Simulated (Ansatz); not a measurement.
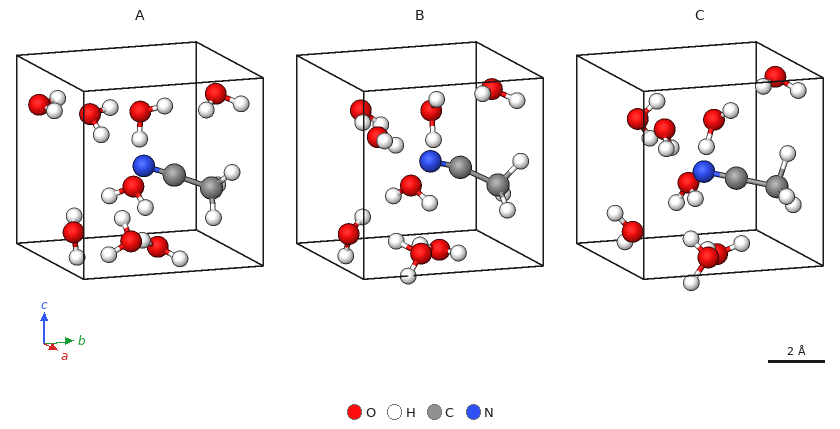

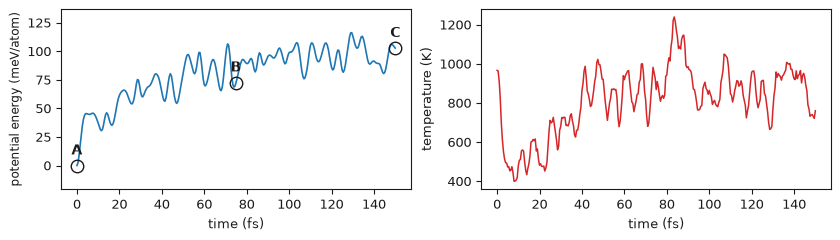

First-principles dynamics of a periodic cell with 8 H2O + 1 CH3CN at 0.94 g/cm³, 150 fs long. Frames (A at 0 fs, B at 75 fs, C at 150 fs) and the history of the run. The picture is a ball-and-stick view of the simulation cell, seen slightly off an axis. Atoms that leave the cell re-enter on the other side.

Level of theory: DFT PBE-D3(BJ), scalar-relativistic, plane waves, PAW (Ansatz). Run with plane-wave cutoff 420 eV; k-point mesh 1 × 1 × 1; Fermi-Dirac smearing 0.02 eV; Langevin thermostat (NVT); set temperature 1000 K; time step 0.5 fs; H given the mass 2.014 u; friction 0.02 per fs.

> Describe the run.

In the second half of the run the atoms are, in the root-mean-square, this far from where they began (common drift taken out): H 0.77 Å, O 0.53 Å, C 0.40 Å, N 0.34 Å. The heavy atoms stay within a fraction of a molecule's size of their starting places; so short a run doesn't tell a liquid from a solid. Over the second half the temperature averages 901 K (spread ±114 K). The potential energy in the second half lies on average 95.2 meV per atom above the first frame.

Limits of the set-up: masses were changed (H 2.014 u), which shifts the vibrations; the periodic images lie only 6.9 Å apart, so the values are limited by the cell's size.
